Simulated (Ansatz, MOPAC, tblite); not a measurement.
# CH4FGeN (SMILES [H]/N=[C](/F)[GeH3]): the highest harmonic wavenumber at each level's own minimum, rung by rung

CH4FGeN, singlet, SMILES `N=[C](F)[GeH3]`. Each level relaxes the structure for itself.

Each level gives the highest harmonic wavenumber at each level's own minimum (cm⁻¹). The values are calculated.

| level | kind | program | value (cm⁻¹) |
| --- | --- | --- | --- |
| AM1 | semi-empirical | MOPAC | 3442 |
| PM3 | semi-empirical | MOPAC | 3491 |
| GFN2-xTB | semi-empirical | tblite | 3377 |
| GFN1-xTB | semi-empirical | tblite | 3349 |
| HF/STO-3G | Hartree–Fock | Ansatz | 3901 |
| HF/3-21G | Hartree–Fock | Ansatz | 3683 |
| HF/6-31G* (Cartesian functions) | Hartree–Fock | Ansatz | 3780 |
| PBE/def2-SVP | GGA | Ansatz | 3441 |
| PBE0-D4/def2-TZVP | global hybrid | Ansatz | 3549 |
| B3LYP/6-31G* (Cartesian functions) | global hybrid | Ansatz | 3501 |

All-electron rows without a relativistic Hamiltonian named are non-relativistic. Harmonic and unscaled. The values span 3349 to 3901 cm⁻¹.

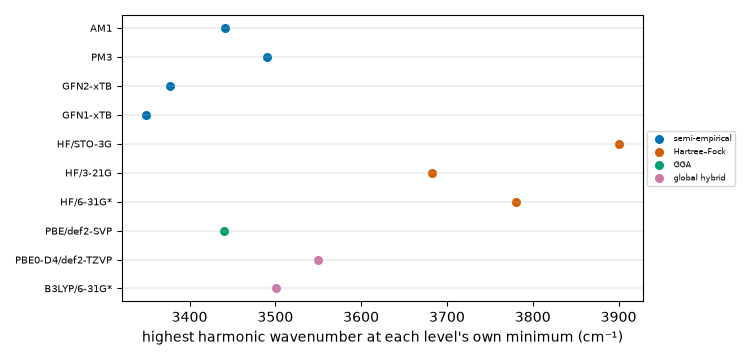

The values of the table, level by level.
